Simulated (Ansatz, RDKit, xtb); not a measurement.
# C5H5BCl2: ranking a sample of isomers, part 2 of 2

A sample of isomers of C5H5BCl2 is drawn. Aim: find which of them has the lowest free energy at 298.15 K, then its properties. The sample is small against all isomers, and the most stable one of this formula need not be in it.

xtb, Ansatz and PySCF; isolated molecules.

### 10 c262a at MP2/def2-TZVPP

Input file input.yaml:

```yaml
crystal:
  periodic: [false, false, false]
  atoms:
    - symbol: C
      position_ang: [-0.322887, -0.025934, 1.737768]
    - symbol: C
      position_ang: [-0.177342, -1.056450, 0.837403]
    - symbol: C
      position_ang: [-0.588458, -0.636899, -0.487350]
    - symbol: C
      position_ang: [-0.995324, 0.661585, -0.427163]
    - symbol: C
      position_ang: [-0.863335, 1.155020, 0.973414]
    - symbol: B
      position_ang: [-0.000162, -0.066776, 3.225595]
    - symbol: Cl
      position_ang: [0.631925, -1.526260, 3.998065]
    - symbol: Cl
      position_ang: [-0.251438, 1.363525, 4.238110]
    - symbol: H
      position_ang: [0.196698, -2.052669, 1.088725]
    - symbol: H
      position_ang: [-0.570081, -1.267906, -1.378758]
    - symbol: H
      position_ang: [-1.363459, 1.264798, -1.260357]
    - symbol: H
      position_ang: [-1.829252, 1.507469, 1.385304]
    - symbol: H
      position_ang: [-0.195003, 2.035377, 1.045324]
basis:
  gaussian:
    orbitals: def2-TZVPP
correlation:
  method: mp2
  frozen_orbitals: {H: 0, C: 1, B: 1, Cl: 5}
```

Run with:

```console
$ ansatz run input.yaml --threads 4 --pin off --max-ram 7830MiB --events-out events.jsonl --progress --plain --runs-dir runs
```

Output:

```text
Warning: RAYON_NUM_THREADS=4 ignored (pool sized by the plan → 4); use --threads N
Functional definition: HF
  name "HF"
  exchange = exact_x
  correlation = 0
2053 factors; integrals over basis functions are off by at most 9.9e-4 eV
mean field evaluation 1: about -30909.8667 eV, gradient 3.9e1 eV
mean field evaluation 2: about -30910.2750 eV, gradient 3.9e1 eV
mean field evaluation 4: about -30914.8132 eV, gradient 5.3e0 eV
mean field evaluation 8: about -30914.9204 eV, gradient 4.6e-1 eV
mean field evaluation 16: about -30914.9220 eV, gradient 2.9e-6 eV
mean field -30914.92195564 eV, -1136.1024269831 hartree, gradient 2.9e-6 eV, S^2 0.000000; 0 other end points of the search recorded, 0 dependent functions left out; unrestricted orbitals would lower it
16 core orbitals not correlated: weight in the atoms' cores, before any rotation towards them, 1.000 or more for the frozen orbitals, at most 0.000 for the correlated occupied ones
reference -30914.92195564 eV, -1136.1024269831 hartree; 21, 21 occupied and 303, 303 virtual orbitals, 2053 factors
second order -34.44757683 eV of doubles, -0.00000000 eV of singles
Total energy: -30949.36953247 eV, -1137.3683520822 hartree
```

Run time: 4.2 s. Hardware: 4 threads of AMD EPYC 9R45 (Zen 5), shared host; peak memory 1.3 GiB.

### 11 c073a at CCSD(T)/def2-SVP

Input file input.yaml:

```yaml
crystal:
  periodic: [false, false, false]
  atoms:
    - {symbol: C, position_ang: [-0.633868, 0.356116, 1.801326]}
    - {symbol: C, position_ang: [-0.534472, -0.936758, 1.357267]}
    - {symbol: C, position_ang: [-0.179246, -0.949459, -0.091696]}
    - {symbol: C, position_ang: [-0.082199, 0.503817, -0.443781]}
    - {symbol: C, position_ang: [-0.346937, 1.244336, 0.657859]}
    - {symbol: B, position_ang: [-0.983059, 0.777885, 3.237435]}
    - {symbol: Cl, position_ang: [-1.299485, -0.418146, 4.495855]}
    - {symbol: Cl, position_ang: [-1.078908, 2.483796, 3.674941]}
    - {symbol: H, position_ang: [-0.689985, -1.831542, 1.964620]}
    - {symbol: H, position_ang: [-0.939292, -1.488211, -0.692615]}
    - {symbol: H, position_ang: [0.764957, -1.500837, -0.274689]}
    - {symbol: H, position_ang: [0.164668, 0.878401, -1.439195]}
    - {symbol: H, position_ang: [-0.354346, 2.334640, 0.720642]}
basis:
  gaussian:
    orbitals: def2-SVP
correlation:
  method: ccsd_t
  frozen_orbitals: {H: 0, C: 1, B: 1, Cl: 5}
```

Run with:

```console
$ ansatz run input.yaml --threads 4 --pin off --max-ram 7830MiB --events-out events.jsonl --progress --plain --runs-dir runs
```

Output, cut to the lines that bear on the results:

```text
Warning: RAYON_NUM_THREADS=4 ignored (pool sized by the plan → 4); use --threads N
Functional definition: HF
  name "HF"
[...]
1457 factors; integrals over basis functions are off by at most 1.4e-3 eV
[...]
mean field -30899.99751891 eV, -1135.5539640492 hartree, gradient 1.2e-6 eV, S^2 0.000000; 0 other end points of the search recorded, 0 dependent functions left out; unrestricted orbitals would lower it
[...]
16 core orbitals not correlated: weight in the atoms' cores, before any rotation towards them, 1.000 or more for the frozen orbitals, at most 0.000 for the correlated occupied ones
reference -30899.99751891 eV, -1135.5539640492 hartree; 21, 21 occupied and 108, 108 virtual orbitals, 1457 factors
second order -27.21983397 eV of doubles, -0.00000000 eV of singles
cycle   1  -28.04763226 eV  change   -8.3e-1 eV  update   1.2e-1
[...]
cycle  10  -28.90646242 eV  change    3.8e-5 eV  update   2.4e-5
perturbative correction -1.09925069 eV, -0.0403967177 hartree
Total energy: -30930.00323201 eV, -1136.6566536673 hartree
```

It took 8.1 s on 4 threads of AMD EPYC 9R45 (Zen 5), shared host; peak memory 1.2 GiB.

For c262a, c073a, c891a the log finds that unrestricted Hartree-Fock orbitals lie lower, a sign to watch the closed-shell reference there.

### 12 The ranking

Energies in kcal/mol from c262a; G adds the thermal terms to the CCSD(T)/def2-SVP + MP2/def2-TZVPP - MP2/def2-SVP energy. The columns left of the relaxed level are at the tight-binding geometries.

```csv
label,SMILES,spin,GFN2-xTB,HF/STO-3G,r2SCAN-D4/def2-SVP,"r2SCAN-D4/def2-SVP, relaxed",HF/def2-SVP,MP2/def2-SVP,CCSD(T)/def2-SVP + MP2/def2-TZVPP - MP2/def2-SVP,G,share at equilibrium,T1
c262a,ClB(Cl)C1=CC=CC1,singlet,0.0,0.0,0.0,0.0,0.0,0.0,0.0,0.0,98.6 %,0.013
c073a,ClB(Cl)C1=CCC=C1,singlet,2.8,2.6,4.1,3.9,2.2,2.8,2.6,2.5,1.4 %,0.012
c891a,C=C(C)C#CB(Cl)Cl,singlet,31.7,39.6,35.0,33.5,26.4,28.4,28.3,25.1,< 0.1 %,0.013
```

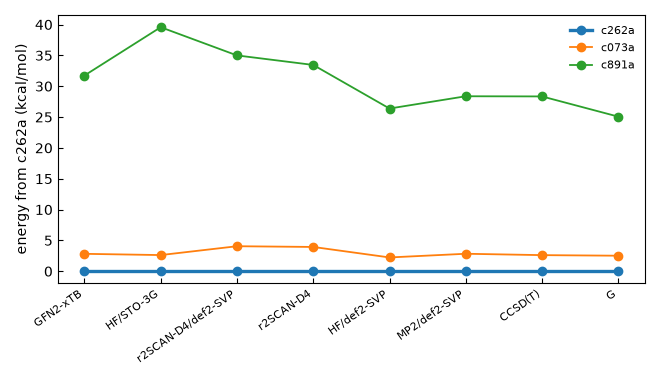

The finalists at each level, measured from c262a.

Lowest found: c262a, `ClB(Cl)C1=CC=CC1`, a singlet. Bond lengths: C1–C2 1.376 Å, C2–C3 1.449 Å, C3–C4 1.362 Å, C1–C5 1.507 Å, C4–C5 1.491 Å, C1–B6 1.523 Å, B6–Cl7 1.768 Å, B6–Cl8 1.770 Å, C2–H9 1.093 Å, C3–H10 1.092 Å, C4–H11 1.093 Å, C5–H12 1.108 Å, C5–H13 1.108 Å. Some angles: C1–C2–C3 110.6°, C2–C1–C5 107.0°, C2–C1–B6 126.6°, C5–C1–B6 126.3°, C2–C3–C4 108.7°, C3–C4–C5 109.3°, C1–C5–C4 104.4°, C1–B6–Cl7 121.6°, C1–B6–Cl8 120.5°, Cl7–B6–Cl8 117.9°.

```xyz
13

C    -0.3229   -0.0259    1.7378
C    -0.1773   -1.0564    0.8374
C    -0.5885   -0.6369   -0.4874
C    -0.9953    0.6616   -0.4272
C    -0.8633    1.1550    0.9734
B    -0.0002   -0.0668    3.2256
Cl    0.6319   -1.5263    3.9981
Cl   -0.2514    1.3635    4.2381
H     0.1967   -2.0527    1.0887
H    -0.5701   -1.2679   -1.3788
H    -1.3635    1.2648   -1.2604
H    -1.8293    1.5075    1.3853
H    -0.1950    2.0354    1.0453
```

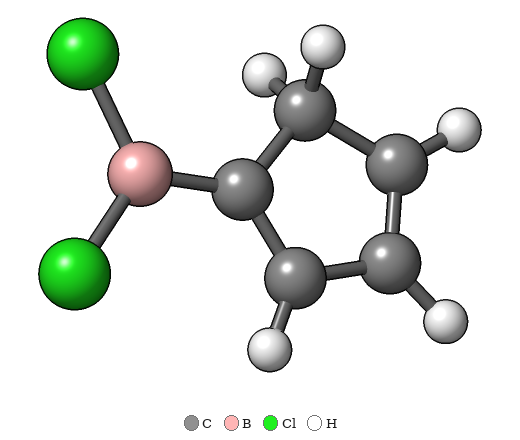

The lowest structure found, seen from a chosen angle (carbon grey, boron pink, chlorine green, hydrogen white).

### 13 Summary of results

This closing draws on all 2 parts.

```
                                 quantity                                                                   value
                   lowest structure found                                               ClB(Cl)C1=CC=CC1, singlet
                            next finalist                     ClB(Cl)C1=CCC=C1, singlet, 2.5 kcal/mol higher in G
share at equilibrium, among the finalists                                                                  98.6 %
                                   funnel  10 starts, 9 minima at GFN2-xTB, 7 screening runs, 3 relaxed, 3 ranked
                     CPU time of all runs                                                                 4.5 min
```

**Reading.** The lowest structure found is `ClB(Cl)C1=CC=CC1`. The margin, 2.5 kcal/mol, is modest. GFN2-xTB, HF/STO-3G, r2SCAN-D4/def2-SVP, r2SCAN-D4/def2-SVP, relaxed, HF/def2-SVP and MP2/def2-SVP already put its bonding pattern lowest among the structures in one piece. The largest share of the time went into the final energies (51 %). The search is not exhaustive (a finite list of starts, one conformer a finalist), so a lower isomer can't be ruled out. Only 6 drawn patterns were tried, so whole families of isomers are missing, and the result ranks this sample alone.
